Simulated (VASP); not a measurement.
Band structure of Ag (fcc). All values below come from PBE GGA with D3 dispersion (Becke-Johnson damping), VASP's PBE PAW potentials (set 64) (plane waves; VASP 6.6.1).

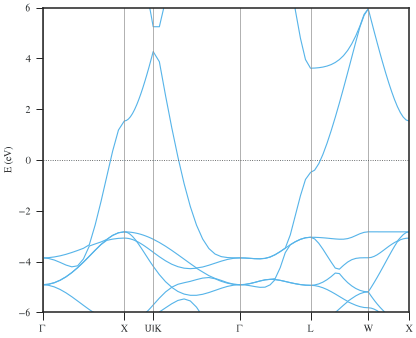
Fig. 1. Bands along high-symmetry lines, zero at the valence-band maximum or, without a gap, the Fermi level

**Question.** Read the plot: is there a gap, and where are the band edges?

**Answer.** It has no gap at this level: it comes out as a metal or semimetal. (Edges off the drawn lines would not show.)

The compound is Ag in the fcc structure. It was relaxed first.
